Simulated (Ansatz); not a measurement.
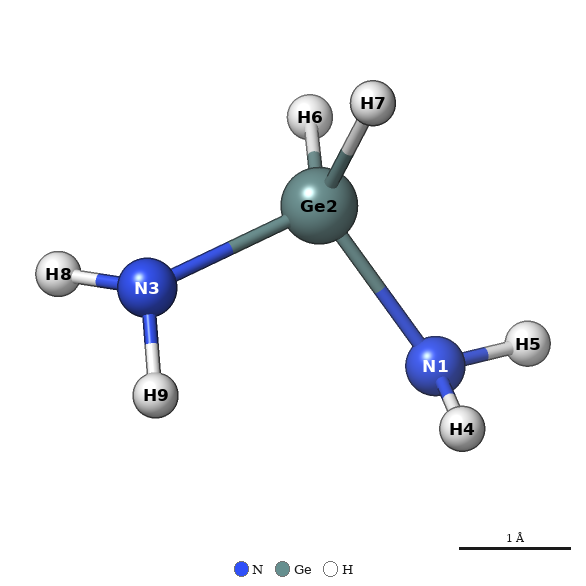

Source: calculation with Ansatz.

The atoms are numbered. Geometry: moved along internal coordinates away from the minimum.

> Describe the coordination of atom 2.

Ge2 has 4 neighbours (N1 at 1.83, N3 at 1.83, H6 at 1.55, H7 at 1.55 Å); the arrangement is tetrahedral.

> How are the neighbours of atom 3 arranged?

N3 has 3 neighbours (Ge2 at 1.83, H8 at 1.01, H9 at 1.01 Å); the arrangement is trigonal pyramidal.

> Describe the coordination of atom 1.

N1 has 3 neighbours (Ge2 at 1.83, H4 at 1.01, H5 at 1.01 Å); the arrangement is trigonal pyramidal.
